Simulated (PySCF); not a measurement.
C7H10AlN (SMILES C=Cc1ccc[n+]([AlH3-])c1)

Input file:

```
{"job": {"kind": "nmr", "xc": "PBE0", "basis": "pcSseg-1"}, "charge": 0, "multiplicity": 1}
C      3.357338    -1.009733     0.024817
C      2.059577    -1.266844     0.135585
C      0.975493    -0.303625    -0.007420
C      1.162804     1.054318    -0.280583
C      0.065857     1.892068    -0.396218
C     -1.198273     1.355576    -0.235436
N     -1.381903     0.070725     0.023377
Al    -3.308137    -0.359496     0.287685
C     -0.344809    -0.736868     0.134454
H      4.089966    -1.788269     0.145808
H      3.745051    -0.028363    -0.188323
H      1.733921    -2.275588     0.352431
H      2.158164     1.453095    -0.397921
H      0.192592     2.942825    -0.604188
H     -2.109919     1.935919    -0.305637
H     -3.191874    -1.902709     0.567465
H     -3.847825     0.129240    -1.111387
H     -3.577988     0.615980     1.499740
H     -0.589838    -1.769000     0.348289
```

Run with:

```sh
OMP_NUM_THREADS=1 python probes_run.py task.json out
```

Geometry: GFN2-xTB.

Computed with PBE0/pcSseg-1, SCF density, gas phase, non-relativistic in PySCF.

Predict the electron density and electron localisation function between the atoms.

Answer. C–N (1.32 Å): ρ is about 2.5 e/Å³ halfway; the ELF peaks at about 0.90 between the atoms: localised, covalent bonding.
C–C (1.33 Å): ρ at the midpoint is about 2.3 e/Å³; the ELF peaks at about 0.95 between the atoms: a multiple bond.
Al–N (1.99 Å): ρ at the midpoint is about 0.52 e/Å³; the ELF peaks at about 0.95 in the valence shell of N, 0.6 Å from its nucleus, and is about 0.70 at the midpoint.
C–H (1.08 Å): ρ is about 2 e/Å³ halfway; the ELF climbs to about 1 towards the hydrogen, as it does in any bond to H: an ordinary covalent bond to hydrogen.

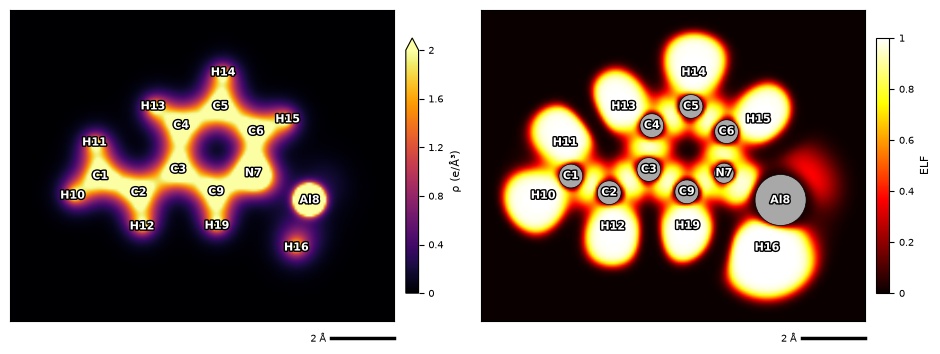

Computed electron density and electron localisation function on the plane of atoms C6, C5 and H14, in this order. Grey discs cover the atomic cores in the ELF map. 
